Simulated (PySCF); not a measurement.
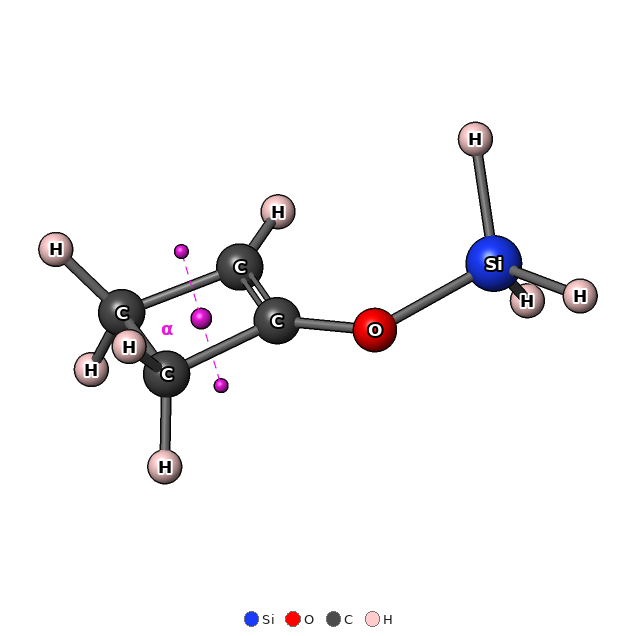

The small points mark where nucleus-independent chemical shifts (NICS) were computed: at the centre of each lettered ring and 1 Å above and below it. Computed geometry: PBE0-D3(BJ)/def2-SVP optimisation. No frequency run is at hand to confirm it as a minimum. Level of theory: GIAO CAM-B3LYP/pcSseg-1 NMR shielding, non-relativistic, gas phase (PySCF 2.14.0).

Give NICS(0), NICS(1) and the out-of-plane component NICS(1)zz for each ring (means of the two sides).

```
ring  members  NICS(0)  NICS(1)  NICS(1)zz
   α       C4     −5.8     −2.8       −1.8
```

Values in ppm.
